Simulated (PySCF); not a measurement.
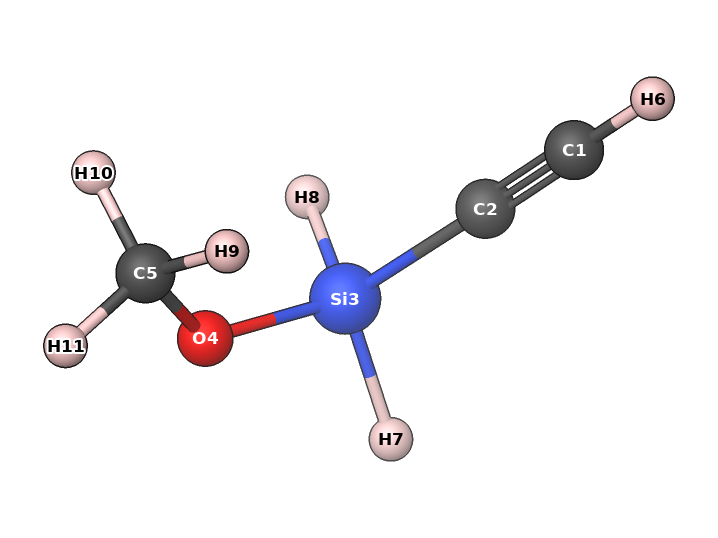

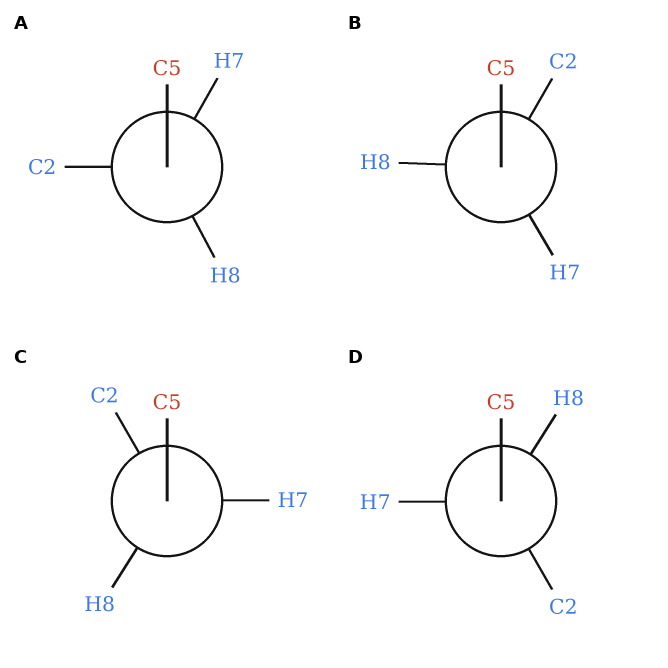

Distant atoms are faded towards the background colour. Bonds that would overlap in a projection are set slightly apart. Geometry: a distorted geometry made from a computed GFN2-xTB structure, not a minimum.

Which Newman projection shows the view along O4–Si3, with O4 in front?

Answer. B. The torsion angle C5–O4–Si3–C2 is 30°, synclinal (gauche).
